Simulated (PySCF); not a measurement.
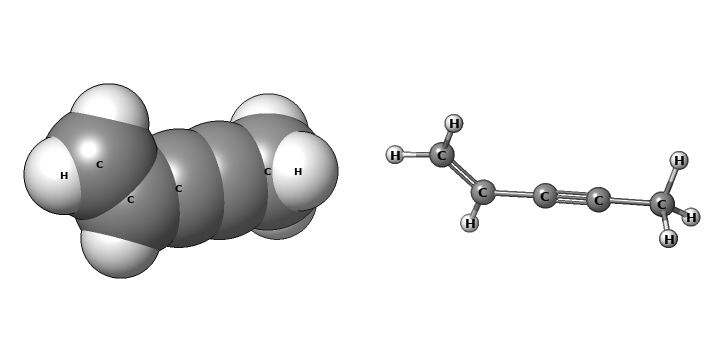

The same structure drawn twice, from different directions.

**Give the formula.**

C5H6, 11 atoms: 5 carbon and 6 hydrogen.

**Name functional groups in it.**

Among them: alkene, alkyne.

**Count the bonded pairs by element.**

6 C–H, 4 C–C.

**Give a SMILES string for it.**

C=CC#CC

**Does it have rings?**

It has no ring.

The parts below concern this one geometry. Atoms keep their numbers from picture to picture. Computed geometry: PBE0-D3(BJ)/def2-SVP optimisation. No frequency run is at hand to confirm it as a minimum.

## Geometry

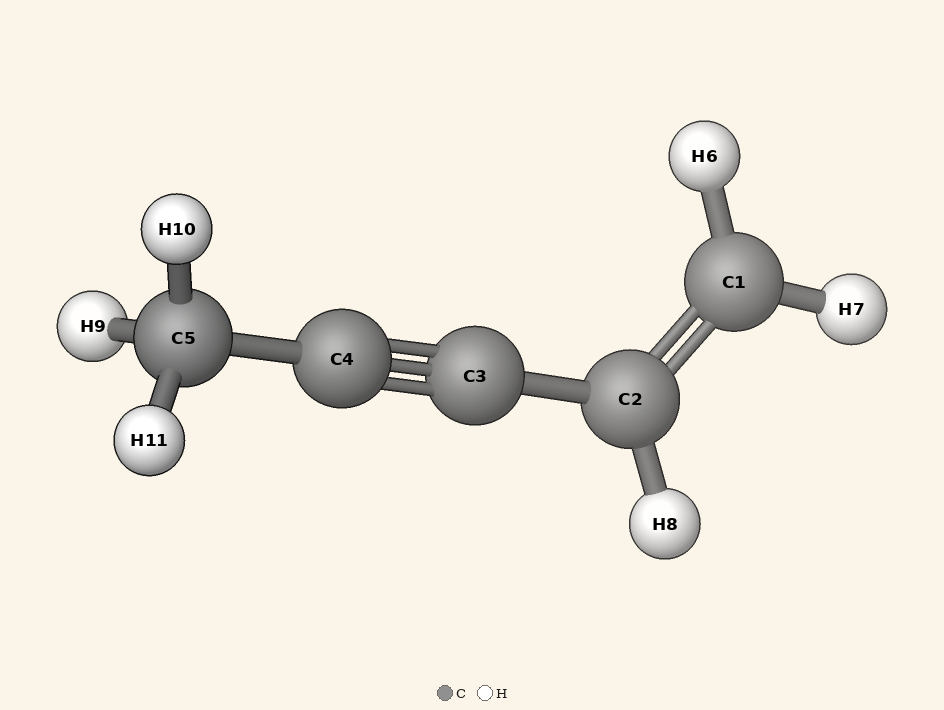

The atoms are numbered. No frequency run is at hand to confirm it as a minimum.

**Describe the coordination of atom 1.**

C1 has 3 neighbours (C2 at 1.34, H6 at 1.09, H7 at 1.09 Å); the arrangement is trigonal planar.

**What is the geometry at C3?**

C3 has 2 neighbours (C2 at 1.42, C4 at 1.22 Å); the arrangement is linear.

**How are the neighbours of atom 5 arranged?**

C5 has 4 neighbours (C4 at 1.45, H9 at 1.10, H10 at 1.10, H11 at 1.10 Å); the arrangement is tetrahedral.

**How are the neighbours of atom 4 arranged?**

C4 has 2 neighbours (C3 at 1.22, C5 at 1.45 Å); the arrangement is linear.

## NMR shielding

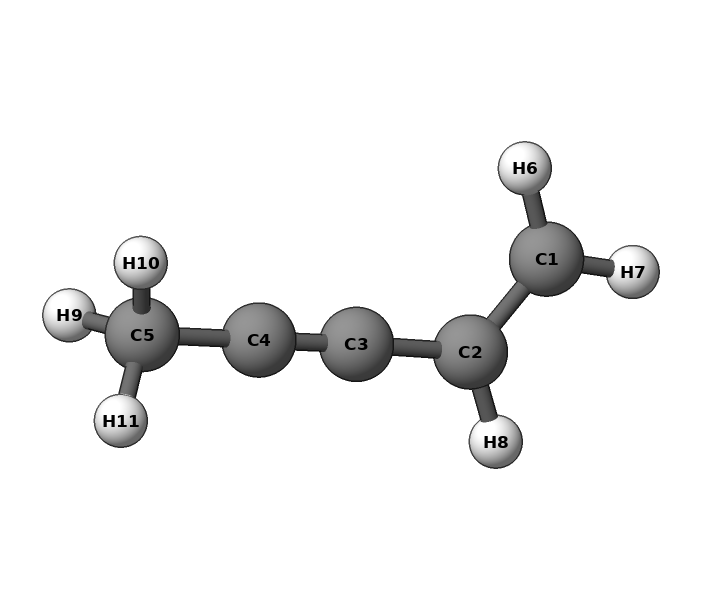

No frequency run is at hand to confirm it as a minimum. Properties computed with GIAO PBE0/pcSseg-1 NMR shielding, non-relativistic, gas phase (PySCF 2.14.0). Principal shieldings σ11 ≤ σ22 ≤ σ33, span Ω = σ33 − σ11, skew κ = 3(σiso − σ22)/Ω.

**Which C atom has the most anisotropic shielding?**

C3, with a span of 270 ppm.

Give the shielding tensors of the C atoms.

```tsv
atom	σ11	σ22	σ33	σiso	Ω	κ
C1	−77.8	65.0	160.6	49.3	238.5	−0.20
C2	−58.7	71.8	160.1	57.7	218.7	−0.19
C3	9.9	11.6	279.7	100.4	269.7	0.99
C4	20.8	26.2	215.5	87.5	194.7	0.94
C5	171.1	172.0	193.2	178.8	22.2	0.91
```

Shieldings and span in ppm.

## Dipole moment

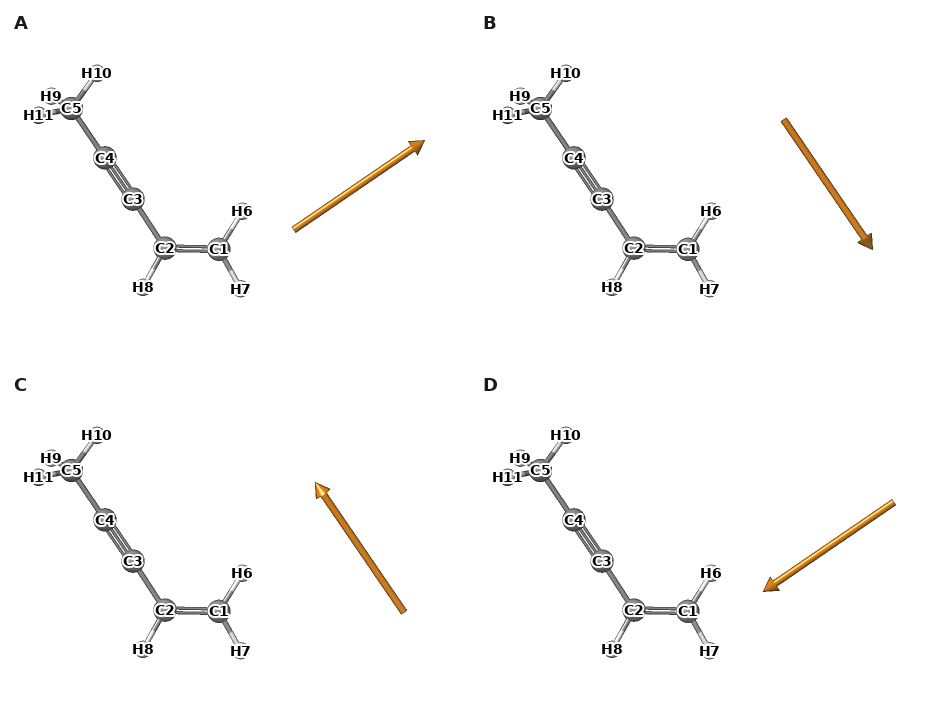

The same molecule four times, each with an arrow. No frequency run is at hand to confirm it as a minimum. Method: B3LYP/pcJ-1, gas phase (PySCF 2.14.0).

**Which arrow points along the dipole moment, from the negative to the positive end?**

C. The dipole moment is 0.66 D; it points from the side of H7 to the side of H9, H10, H11 (the outermost atoms at the two ends).

## Charges

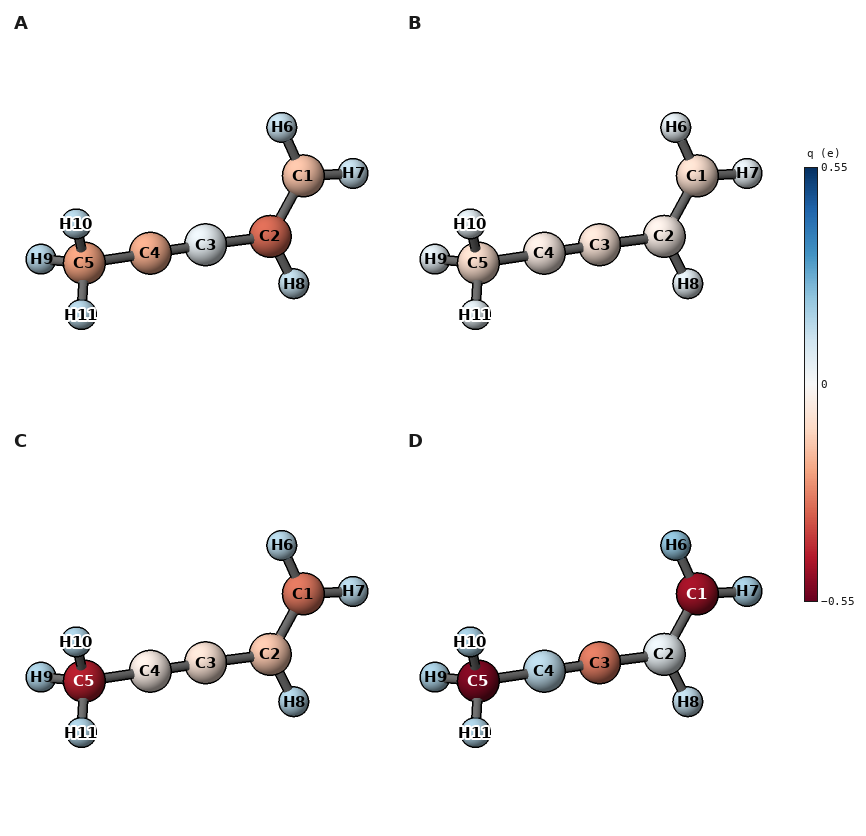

Atomic charges of one calculation by 4 schemes, on one colour scale. No frequency run is at hand to confirm it as a minimum. Method: PBE0/pcSseg-1 (PySCF 2.14.0).

**The schemes are ESP-fitted, Hirshfeld, IAO, Mulliken. Which panel shows which?**

A Mulliken, B Hirshfeld, C IAO, D ESP-fitted.

List the charges (e), one line for each set of equivalent atoms.

```
atom  Mulliken  Hirshfeld    IAO  ESP-fitted
  C1     −0.16      −0.09  −0.29       −0.46
  C2     −0.31      −0.04  −0.15        0.04
  C3      0.04      −0.07  −0.07       −0.28
  C4     −0.20      −0.04  −0.04        0.14
  C5     −0.22      −0.09  −0.43       −0.50
  H6      0.13       0.05   0.15        0.22
  H7      0.13       0.05   0.15        0.18
  H8      0.13       0.06   0.16        0.14
  H9      0.15       0.06   0.17        0.17
 H10      0.15       0.06   0.17        0.18
 H11      0.15       0.06   0.17        0.17
```

Mulliken values depend strongly on the basis set and can even reverse the polarity of a bond.
